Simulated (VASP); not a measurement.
Band structure of In (bct). These are optB88-vdW, VASP's PBE PAW potentials (set 64) (plane waves; VASP) values and carry that method's errors.

Unless said otherwise, spin-orbit coupling is left out, though it shifts the bands of the heavy elements here.

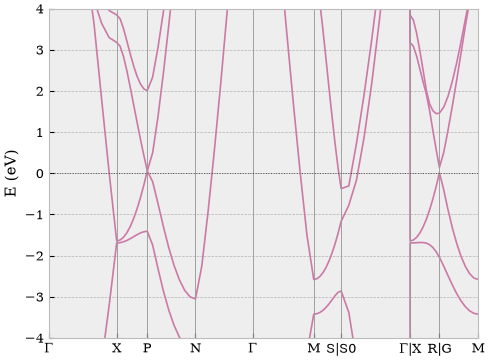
*Bands along high-symmetry lines, zero at the valence-band maximum or, without a gap, the Fermi level*

**Question.** Read the plot: is there a gap, and where are the band edges?

**Answer.** It has no gap at this level: it comes out as a metal or semimetal. (Edges off the drawn lines would not show.)

The compound is In in the bct structure. It was relaxed first.
